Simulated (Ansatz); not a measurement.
# InH₂Cl: an energy map over bond length In2–H3 and bond length In2–H4

A grid of calculations on ClH₂In, SMILES [Cl][InH2], to see where the energy is lowest and how it rises around there.

The runs use Ansatz 0.2.0; RHF-MP2, frozen core/def2-TZVP.

## (1) Starting geometry

4 atoms, charge 0, spin multiplicity 1.

Atoms are counted from 1 here; the program's logs count them from 0.

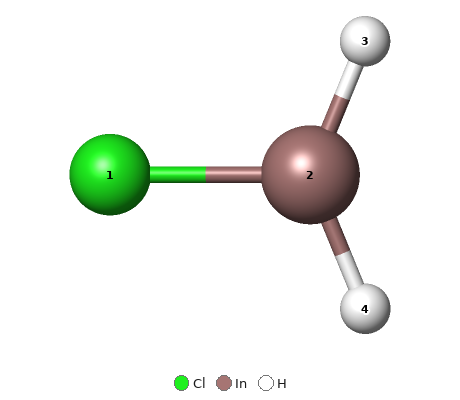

The starting geometry (chlorine green, indium brown, hydrogen white); atoms are numbered from 1 in the order of the file.

Coordinates:

```
Cl   -2.0658   -0.7899    0.1892
In    0.1592    0.0424   -0.0295
H     1.3143   -0.9612    0.7697
H     0.2225    1.5020   -0.9526
```

## (2) The minimum at this level

Input file input.yaml:

```yaml
crystal:
  periodic: [false, false, false]
  atoms:
    - { symbol: Cl, position_ang: [-2.065781, -0.789941, 0.189213] }
    - { symbol: In, position_ang: [0.159154, 0.04244, -0.029498] }
    - { symbol: H, position_ang: [1.31426, -0.961208, 0.769654] }
    - { symbol: H, position_ang: [0.222477, 1.502049, -0.95259] }
basis:
  gaussian: { orbitals: def2-TZVP }
hamiltonian:
  xc: hf
output:
  forces: true
correlation:
  method: mp2
relax:
  f_tol: 0.003
  max_steps: 120
```

Started as:

```bash
$ ansatz run input.yaml --threads 1 --pin off --max-ram 2560MiB --backend cpu --events-out ev --progress --plain --runs-dir out
```

Standard output, shortened:

```text
Warning: RAYON_NUM_THREADS=1 ignored (pool sized by the plan → 1); use --threads N
[...]
Functional definition: HF
[...]
879 factors; integrals over basis functions are off by at most 2.2e-4 eV
[...]
mean field -17685.27773228 eV, -649.9219691494 hartree, gradient 1.1e-6 eV, S^2 0.000000; 0 other end points of the search recorded, 0 dependent functions left out
9 core orbitals not correlated: weight in the atoms' cores, before any rotation towards them, 1.000 or more for the frozen orbitals, at most 0.000 for the correlated occupied ones
reference -17685.27773228 eV, -649.9219691494 hartree; 11, 11 occupied and 79, 79 virtual orbitals, 879 factors
second order -12.71311905 eV of doubles, -0.00000000 eV of singles
[...]
relax step   1: F+E_penalty+E_count = -17697.99085133 eV  Δ(F+E_penalty+E_count) = +0.000e0 eV  max|allowed force component| = 6.383e-1 eV/Å  Δτ_max = 0.0000 Å  (50 SCF iters, accepted)
[...]
relax step   4: F+E_penalty+E_count = -17698.02978691 eV  Δ(F+E_penalty+E_count) = -8.468e-6 eV  max|allowed force component| = 3.971e-2 eV/Å  Δτ_max = 0.0059 Å  (39 SCF iters, accepted)
[...]
relax step   5: F+E_penalty+E_count = -17698.02985222 eV  Δ(F+E_penalty+E_count) = -6.531e-5 eV  max|allowed force component| = 9.518e-4 eV/Å  Δτ_max = 0.0030 Å  (40 SCF iters, accepted)
[...]
879 factors; integrals over basis functions are off by at most 2.7e-4 eV
[...]
mean field -17685.27104644 eV, -649.9217234493 hartree, gradient 9.6e-7 eV, S^2 0.000000; 1 other end points of the search recorded, 0 dependent functions left out
9 core orbitals not correlated: weight in the atoms' cores, before any rotation towards them, 1.000 or more for the frozen orbitals, at most 0.000 for the correlated occupied ones
reference -17685.27104644 eV, -649.9217234493 hartree; 11, 11 occupied and 79, 79 virtual orbitals, 879 factors
second order -12.75880578 eV of doubles, -0.00000000 eV of singles
[...]
Total energy: -17698.02985222 eV, -650.3906009136 hartree
Atom 0 at    -2.025218    -0.774729     0.185426 Å, force    -0.000848    -0.000295     0.000055 eV/Å
Atom 1 at     0.149238     0.038762    -0.029734 Å, force     0.000952     0.000380    -0.000041 eV/Å
Atom 2 at     1.286059    -0.937815     0.751284 Å, force    -0.000115     0.000170    -0.000151 eV/Å
Atom 3 at     0.220031     1.467123    -0.930198 Å, force     0.000011    -0.000255     0.000137 eV/Å
Dipole moment:     0.561497     0.210065    -0.055571 e Å
Checks for a lower state left out: cluster_reference
```

Run time: 37 s. Hardware: 1 thread of Arm Neoverse N1, shared host; peak memory 0.21 GiB.

Along the way:

| step | energy from step 1 (eV) | largest force component (eV/Å) |
| --- | --- | --- |
| 1 | 0.0000 | 0.6383 |
| 2 | -0.0272 | 0.3368 |
| 3 | -0.0389 | 0.0281 |
| 4 | -0.0389 | 0.0397 |
| 5 | -0.0390 | 0.0010 |

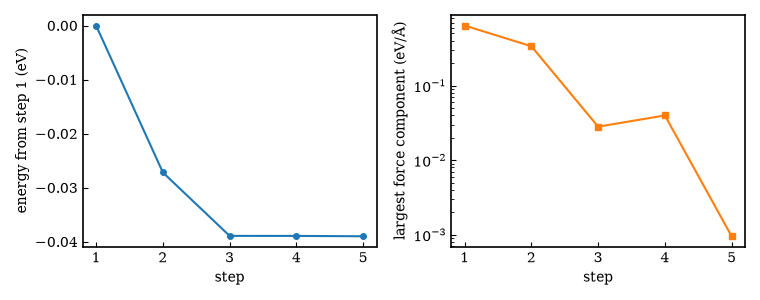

Energy and largest force along the relaxation.

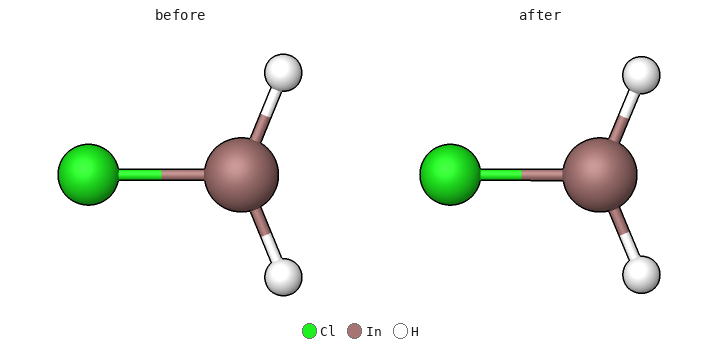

Before and after, at one scale.

Close pairs (by a distance rule), those that changed most:

| bond | before (Å) | after (Å) | change (Å) |
| --- | --- | --- | --- |
| Cl1–In2 | 2.386 | 2.332 | -0.054 |
| In2–H4 | 1.728 | 1.690 | -0.038 |
| In2–H3 | 1.726 | 1.690 | -0.036 |

## (3) Plan of the scan

- bond length In2–H3: 15 values from 1.453 to 2.366 Å
- bond length In2–H4: 15 values from 1.386 to 2.535 Å

Nothing else is relaxed (all other coordinates rigid). Energies count from the relaxed molecule at the same level.

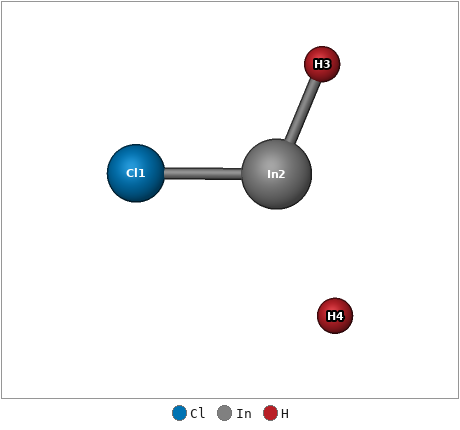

The geometry at bond length In2–H3 = 1.975 Å, bond length In2–H4 = 2.535 Å.

Below, 3 of the grid's runs; all are launched alike.

## (4) Point bond length In2–H3 = 1.975 Å, bond length In2–H4 = 2.535 Å

Input file input.yaml:

```yaml
crystal:
  periodic: [false, false, false]
  atoms:
    - { symbol: Cl, position_ang: [-2.025218, -0.774729, 0.185426] }
    - { symbol: In, position_ang: [0.149238, 0.038762, -0.029734] }
    - { symbol: H, position_ang: [1.477782, -1.102513, 0.883002] }
    - { symbol: H, position_ang: [0.255429, 2.181318, -1.380439] }
basis:
  gaussian: { orbitals: def2-TZVP }
hamiltonian:
  xc: hf
output:
  forces: true
correlation:
  method: mp2
```

Started as:

```bash
$ ansatz run input.yaml --threads 1 --pin off --max-ram 2560MiB --backend cpu --events-out ev --progress --plain --runs-dir out
```

Standard output, shortened:

```text
Warning: RAYON_NUM_THREADS=1 ignored (pool sized by the plan → 1); use --threads N
[...]
[... 1 set-up line as earlier in the session ...]
[...]
798 factors; integrals over basis functions are off by at most 9.0e-4 eV
[...]
mean field -17683.01911193 eV, -649.8389663825 hartree, gradient 2.0e-6 eV, S^2 0.000000; 0 other end points of the search recorded, 0 dependent functions left out; unrestricted orbitals would lower it
[...]
9 core orbitals not correlated: weight in the atoms' cores, before any rotation towards them, 1.000 or more for the frozen orbitals, at most 0.000 for the correlated occupied ones
reference -17683.01911193 eV, -649.8389663825 hartree; 11, 11 occupied and 79, 79 virtual orbitals, 798 factors
second order -12.66307265 eV of doubles, -0.00000000 eV of singles
[...]
Total energy: -17695.68218457 eV, -650.3043257189 hartree
Atom 0 at    -2.025218    -0.774729     0.185426 Å, force     0.178126     0.120154    -0.051744 eV/Å
Atom 1 at     0.149238     0.038762    -0.029734 Å, force     1.241706     0.751597    -0.305718 eV/Å
Atom 2 at     1.477782    -1.102513     0.883002 Å, force    -1.382985     1.397596    -1.083713 eV/Å
Atom 3 at     0.255429     2.181318    -1.380439 Å, force    -0.036848    -2.269347     1.441175 eV/Å
Dipole moment:     0.435610     0.012533     0.052764 e Å
```

Wall time 5.5 s (1 thread of Arm Neoverse N1, shared host); peak memory 0.18 GiB.

On the map this point reads 227 kJ/mol.

## (5) Grid point bond length In2–H3 = 2.105 Å, bond length In2–H4 = 2.535 Å

input.yaml: that of step 4 with these lines changed.

```diff
@@ -5,3 +5,3 @@
     - { symbol: In, position_ang: [0.149238, 0.038762, -0.029734] }
-    - { symbol: H, position_ang: [1.477782, -1.102513, 0.883002] }
+    - { symbol: H, position_ang: [1.56523, -1.177635, 0.94308] }
     - { symbol: H, position_ang: [0.255429, 2.181318, -1.380439] }
```

Started as:

```bash
$ ansatz run input.yaml --threads 1 --pin off --max-ram 2560MiB --backend cpu --events-out ev --progress --plain --runs-dir out
```

Standard output, shortened:

```text
Warning: RAYON_NUM_THREADS=1 ignored (pool sized by the plan → 1); use --threads N
[...]
[... 1 set-up line as earlier in the session ...]
[...]
798 factors; integrals over basis functions are off by at most 8.9e-4 eV
[...]
mean field -17682.69706152 eV, -649.8271312484 hartree, gradient 2.0e-6 eV, S^2 0.000000; 0 other end points of the search recorded, 0 dependent functions left out; unrestricted orbitals would lower it
[...]
9 core orbitals not correlated: weight in the atoms' cores, before any rotation towards them, 1.000 or more for the frozen orbitals, at most 0.000 for the correlated occupied ones
reference -17682.69706152 eV, -649.8271312484 hartree; 11, 11 occupied and 79, 79 virtual orbitals, 798 factors
second order -12.66866115 eV of doubles, -0.00000000 eV of singles
[...]
Total energy: -17695.36572267 eV, -650.2926959584 hartree
Atom 0 at    -2.025218    -0.774729     0.185426 Å, force     0.189489     0.108847    -0.042952 eV/Å
Atom 1 at     0.149238     0.038762    -0.029734 Å, force     1.467533     0.546708    -0.143631 eV/Å
Atom 2 at     1.565230    -1.177635     0.943080 Å, force    -1.629030     1.583236    -1.236353 eV/Å
Atom 3 at     0.255429     2.181318    -1.380439 Å, force    -0.027992    -2.238791     1.422937 eV/Å
Dipole moment:     0.403464     0.041657     0.029718 e Å
```

It took 5.5 s on 1 thread of Arm Neoverse N1, shared host; peak memory 0.18 GiB.

Energy on the map's scale: 257 kJ/mol.

## (6) The run at bond length In2–H3 = 1.714 Å, bond length In2–H4 = 1.714 Å

Input file input.yaml:

```yaml
crystal:
  periodic: [false, false, false]
  atoms:
    - { symbol: Cl, position_ang: [-2.025218, -0.774729, 0.185426] }
    - { symbol: In, position_ang: [0.149238, 0.038762, -0.029734] }
    - { symbol: H, position_ang: [1.302212, -0.951692, 0.762382] }
    - { symbol: H, position_ang: [0.221037, 1.487417, -0.942991] }
basis:
  gaussian: { orbitals: def2-TZVP }
hamiltonian:
  xc: hf
output:
  forces: true
correlation:
  method: mp2
```

Started as:

```bash
$ ansatz run input.yaml --threads 1 --pin off --max-ram 2560MiB --backend cpu --events-out ev --progress --plain --runs-dir out
```

Standard output, shortened:

```text
Warning: RAYON_NUM_THREADS=1 ignored (pool sized by the plan → 1); use --threads N
[...]
[... 1 set-up line as earlier in the session ...]
[...]
799 factors; integrals over basis functions are off by at most 8.9e-4 eV
[...]
mean field -17685.27941632 eV, -649.9220310369 hartree, gradient 9.9e-7 eV, S^2 0.000000; 0 other end points of the search recorded, 0 dependent functions left out
9 core orbitals not correlated: weight in the atoms' cores, before any rotation towards them, 1.000 or more for the frozen orbitals, at most 0.000 for the correlated occupied ones
reference -17685.27941632 eV, -649.9220310369 hartree; 11, 11 occupied and 79, 79 virtual orbitals, 799 factors
second order -12.74237110 eV of doubles, -0.00000000 eV of singles
[...]
Total energy: -17698.02178743 eV, -650.3903045379 hartree
Atom 0 at    -2.025218    -0.774729     0.185426 Å, force     0.013219     0.004967    -0.001336 eV/Å
Atom 1 at     0.149238     0.038762    -0.029734 Å, force     0.196870     0.073653    -0.019405 eV/Å
Atom 2 at     1.302212    -0.951692     0.762382 Å, force    -0.210670     0.199035    -0.156272 eV/Å
Atom 3 at     0.221037     1.487417    -0.942991 Å, force     0.000581    -0.277655     0.177013 eV/Å
Dipole moment:     0.553688     0.207144    -0.054799 e Å
```

It took 5.4 s on 1 thread of Arm Neoverse N1, shared host; peak memory 0.18 GiB.

On the map this point reads 0.8 kJ/mol.

## (7) All points together

225 points were computed. Energies in kJ/mol, from the relaxed molecule at the same level:

```csv
"bond length In2–H4 (Å) ↓, bond length In2–H3 (Å) →",1.453,1.519,1.584,1.649,1.714,1.779,1.845,1.910,1.975,2.040,2.105,2.170,2.236,2.301,2.366
2.535,245,217,200,192,190,194,202,213,227,241,257,274,291,308,324
2.453,223,194,178,170,168,172,181,192,205,220,236,252,270,287,304
2.371,200,172,155,147,146,150,158,169,183,198,214,231,248,265,282
2.289,177,148,132,124,123,127,135,147,160,175,192,208,226,243,261
2.207,154,125,109,101,100,104,113,124,138,153,169,186,204,222,239
2.125,131,103,86,79,78,82,90,102,116,131,147,165,182,200,218
2.042,109,81,65,57,56,60,69,80,94,110,126,143,161,179,197
1.960,90,61,45,37,36,41,49,61,75,90,107,124,142,160,178
1.878,73,45,28,20,20,24,33,44,58,74,91,108,126,144,162
1.796,60,32,16,8,7,12,20,32,46,62,78,96,114,132,150
1.714,54,26,9,2,1,5,14,26,40,55,72,90,108,126,144
1.632,57,28,12,4,3,7,16,28,42,58,75,92,110,129,147
1.550,71,42,25,18,17,21,30,42,56,71,88,106,124,143,161
1.468,101,72,56,48,47,51,60,71,85,101,118,136,154,173,191
1.386,153,124,107,99,98,102,111,123,137,152,169,187,206,224,242
```

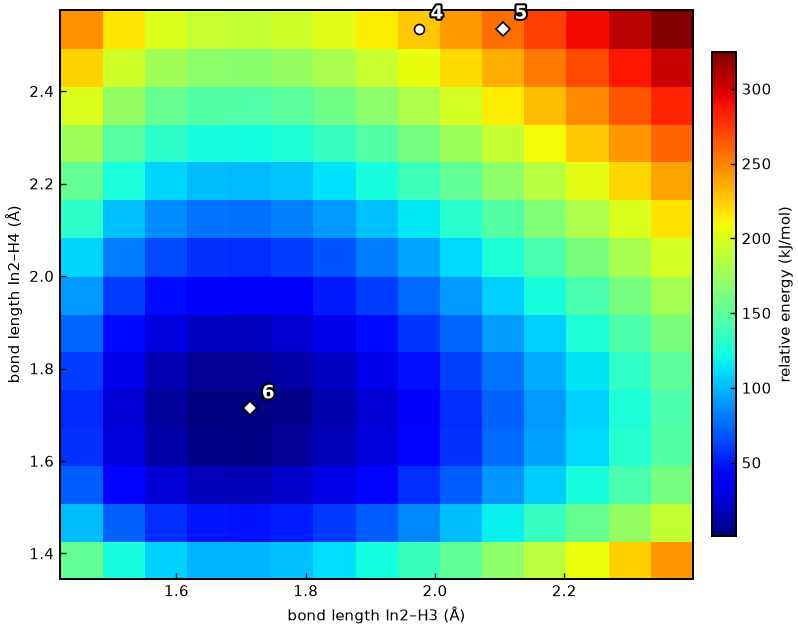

The map; numbers mark the steps of this session that print a point's run. Drawn: one coloured cell a grid point.

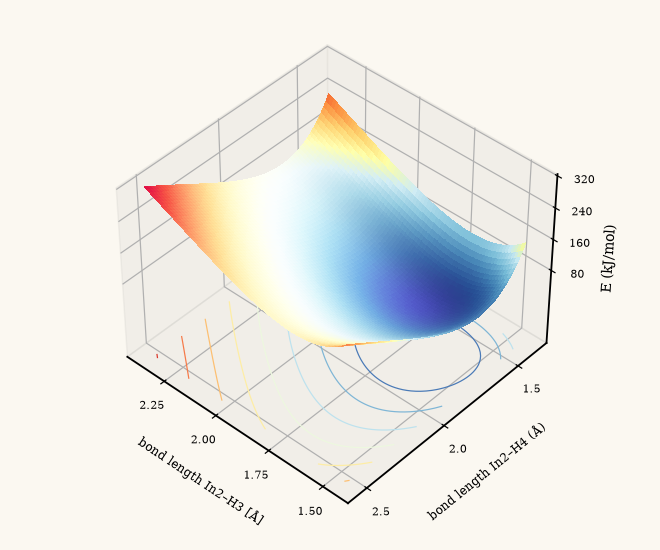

The same map in relief. Drawn: a relief with its contours projected below, any walls above the top of the colour scale cut off.

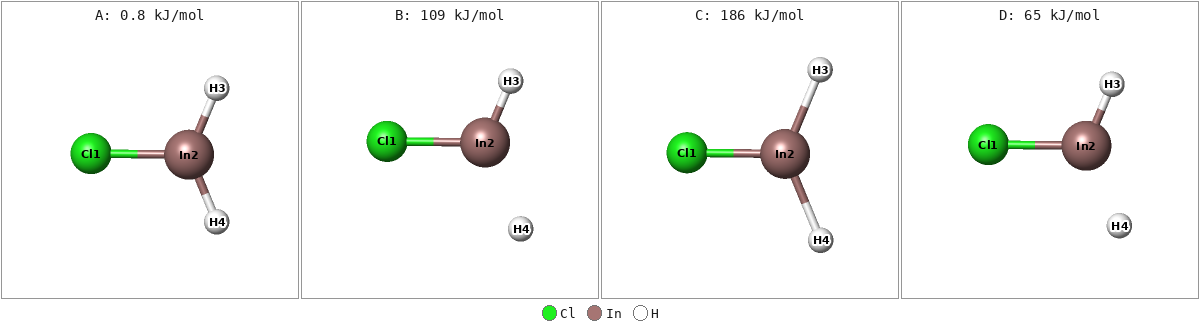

Structures on the grid, at one scale: A at bond length In2–H3 = 1.714 Å, bond length In2–H4 = 1.714 Å; B at bond length In2–H3 = 1.584 Å, bond length In2–H4 = 2.207 Å; C at bond length In2–H3 = 2.170 Å, bond length In2–H4 = 2.207 Å; D at bond length In2–H3 = 1.584 Å, bond length In2–H4 = 2.042 Å.

On the same grid, dipole moment (D):

```tsv
bond length In2–H4 (Å) ↓, bond length In2–H3 (Å) →	1.453	1.519	1.584	1.649	1.714	1.779	1.845	1.910	1.975	2.040	2.105	2.170	2.236	2.301	2.366
2.535	2.82	2.73	2.65	2.56	2.46	2.37	2.28	2.19	2.11	2.03	1.95	1.88	1.82	1.77	1.72
2.453	2.81	2.73	2.64	2.56	2.47	2.38	2.29	2.21	2.13	2.05	1.98	1.91	1.85	1.80	1.75
2.371	2.81	2.73	2.65	2.56	2.48	2.40	2.31	2.23	2.15	2.08	2.01	1.95	1.89	1.84	1.80
2.289	2.81	2.74	2.66	2.58	2.50	2.42	2.34	2.26	2.19	2.12	2.05	1.99	1.94	1.89	1.85
2.207	2.82	2.75	2.68	2.60	2.53	2.45	2.37	2.30	2.23	2.16	2.10	2.05	2.00	1.96	1.92
2.125	2.85	2.78	2.71	2.64	2.56	2.49	2.42	2.35	2.28	2.22	2.16	2.11	2.07	2.03	1.99
2.042	2.88	2.81	2.75	2.68	2.61	2.54	2.47	2.41	2.34	2.29	2.23	2.19	2.15	2.11	2.08
1.960	2.91	2.85	2.79	2.73	2.66	2.59	2.53	2.47	2.41	2.36	2.31	2.27	2.23	2.20	2.17
1.878	2.96	2.90	2.84	2.78	2.72	2.66	2.60	2.54	2.49	2.44	2.39	2.36	2.32	2.29	2.27
1.796	3.01	2.96	2.90	2.84	2.78	2.73	2.67	2.62	2.57	2.52	2.48	2.45	2.42	2.39	2.38
1.714	3.07	3.01	2.96	2.91	2.85	2.80	2.74	2.70	2.65	2.61	2.57	2.54	2.52	2.50	2.48
1.632	3.12	3.08	3.02	2.97	2.92	2.87	2.82	2.78	2.73	2.70	2.66	2.64	2.61	2.60	2.59
1.550	3.18	3.14	3.09	3.04	2.99	2.94	2.90	2.85	2.82	2.78	2.75	2.73	2.71	2.70	2.69
1.468	3.24	3.19	3.15	3.10	3.05	3.01	2.97	2.93	2.89	2.86	2.84	2.82	2.80	2.79	2.79
1.386	3.29	3.25	3.20	3.16	3.11	3.07	3.03	3.00	2.96	2.94	2.91	2.90	2.89	2.88	2.88
```

## (8) What came out

```
               quantity                                                                                                                                                               value
           lowest point                                                                                              bond length In2–H3 = 1.714 Å, bond length In2–H4 = 1.714 Å, 0.8 kJ/mol
 highest computed point                                                                             bond length In2–H3 = 2.366 Å, bond length In2–H4 = 2.535 Å, 324 kJ/mol above the lowest
      dipole moment (D)  1.72 at bond length In2–H3 = 2.366 Å, bond length In2–H4 = 2.535 Å to 3.29 at bond length In2–H3 = 1.453 Å, bond length In2–H4 = 1.386 Å; 2.85 at the lowest point
time for the whole task                                                                                                                                     21 min on 1 thread, shared host
```

What this shows: The lowest computed point is at bond length In2–H3 = 1.714 Å, bond length In2–H4 = 1.714 Å, 0.8 kJ/mol from the relaxed molecule at the same level. No other kind of well shows on this grid. The highest computed point, bond length In2–H3 = 2.366 Å, bond length In2–H4 = 2.535 Å, lies 324 kJ/mol above the lowest. Round the minimum the two coordinates are nearly uncoupled. In part of the range the restricted solution is unstable, so energies in the stretched regions are not reliable (too high at mean-field level, often too low with perturbative triples).
